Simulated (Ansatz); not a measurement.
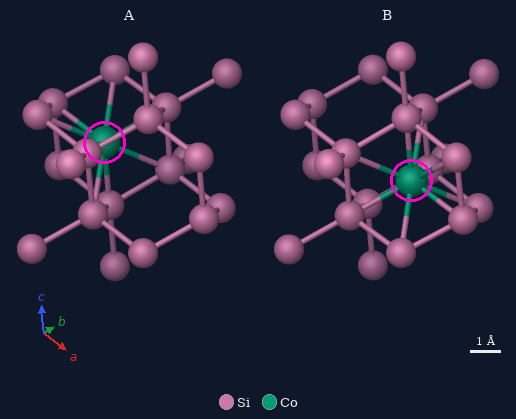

The two relaxed end points of a path for a defect cell of composition CoSi32 (33 atoms in the cell). A ball-and-stick model of the atoms within 4.8 Å of the middle of the path, seen slightly off an axis. The moving atom is ringed, with any periodic copies. Bonds to atoms that aren't drawn are left out.

Level of theory: DFT PBE, scalar-relativistic, plane waves, PAW (Ansatz 0.2.0).

Run with plane-wave cutoff 420 eV; k-point mesh 2 × 2 × 2; Gaussian smearing 0.02 eV; spin collinear; 5 movable images; climbing image.

Q: Predict the minimum-energy path and its barrier.

A: The two ends have the same energy, and the highest point, image 3, lies 0.271 eV above the start. The Co atom travels furthest, 2.35 Å from end to end, along +a, on a straight line. At the highest image its nearest neighbour (Si) is 2.32 Å away, against 2.40 Å at the start, and the surrounding atoms stand up to 0.06 Å off the mean of their end positions. The band is converged.

Energies of the converged images:

```
image  path (Å)  E (eV)
    0      0.00   0.000
    1      0.41   0.120
    2      0.82   0.252
    3      1.23   0.271
    4      1.64   0.252
    5      2.04   0.120
    6      2.45   0.000
```

The geometry at the top of the path:

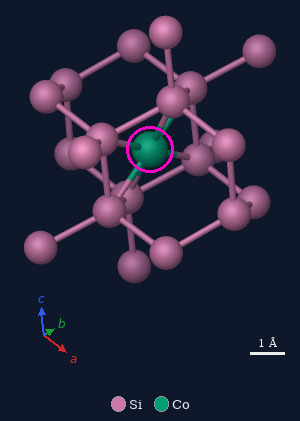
